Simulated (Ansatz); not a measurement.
Method: PBE (plane waves to 420 eV, PAW; Ansatz, a program for electronic structure).

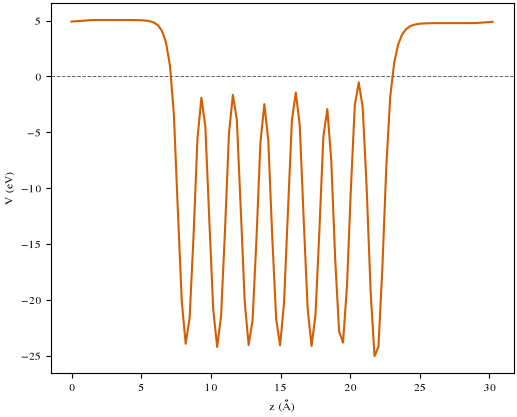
*Planar average of the electrostatic potential across the slab, in eV from the Fermi level, for a constructed model of the (0001) surface of hcp Re, a pseudomorphic layer of Nb in the host's stacking (bottom of the slab: a bare face, its two planes held)*

Model: 7-atom slab, 14.1 Å thick at the start, 15x15x1 mesh, Fermi-Dirac 0.1 eV, dipole correction, 2 atoms held, the rest relaxed; start symmetry kept, larger cells not searched; no spin, no spin-orbit, no U. It is one candidate, not shown to be the stable structure of the face.

The vacuum level lies 4.77 eV above the Fermi level over the top face and 5.05 eV above it under the bottom face.
